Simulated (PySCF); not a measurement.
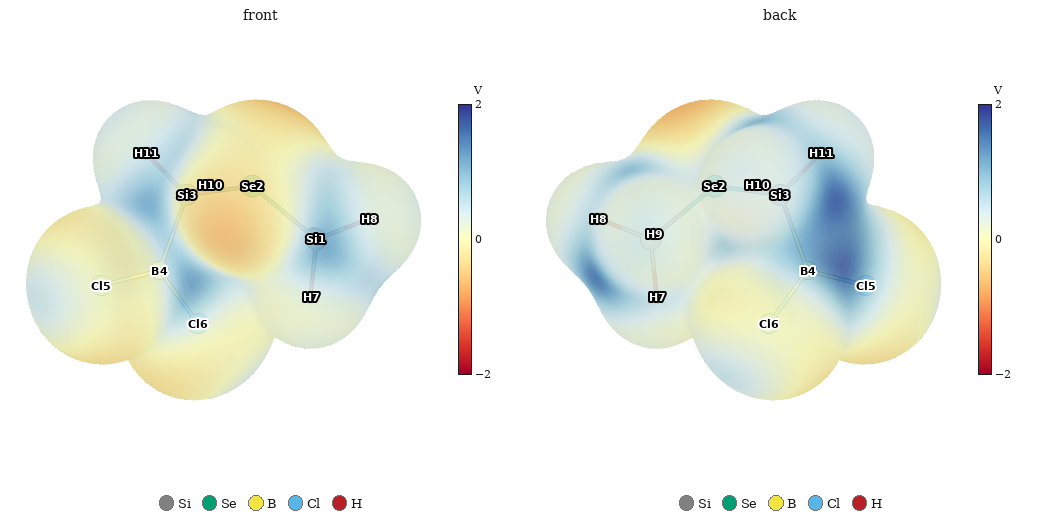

Figure. BCl2H5SeSi2 (SMILES [SiH3][Se][SiH2]B(Cl)Cl). The molecular electrostatic potential painted on the density surface at 0.002 e/bohr³, seen from the front and from behind; the colour scale runs from red (negative) to blue (positive).

Geometry: PBE0-D3(BJ)/def2-SVP.

Level of theory: PySCF, CAM-B3LYP/def2-SVPD, SCF density, gas phase.

```xyz
11

Si    2.0384   -0.4696    0.2224
Se    0.9222    1.5023    0.5593
Si   -0.9526    1.0188   -0.6794
B    -1.9554   -0.3448    0.4112
Cl   -3.2889    0.0900    1.4498
Cl   -1.3929   -2.0054    0.4105
H     1.6698   -1.4986    1.2362
H     3.4851   -0.1358    0.3619
H     1.7515   -0.9875   -1.1470
H    -0.5586    0.4925   -2.0214
H    -1.6779    2.3146   -0.8167
```

Describe the electrostatic potential map.

Answer. The most negative region (about −0.6 V, or −14 kcal/mol for a unit charge) lies over Se2, the most positive (about +1.7 V, or +39 kcal/mol for a unit charge) over Si3 and B4. Cl5 shows a σ-hole: about +0.5 V, or +12 kcal/mol for a unit charge at the tip opposite its bond, against about −0.1 V on its flanks. Cl6 shows a σ-hole: about +0.5 V, or +12 kcal/mol for a unit charge at the tip opposite its bond, against about 0.0 V on its flanks.
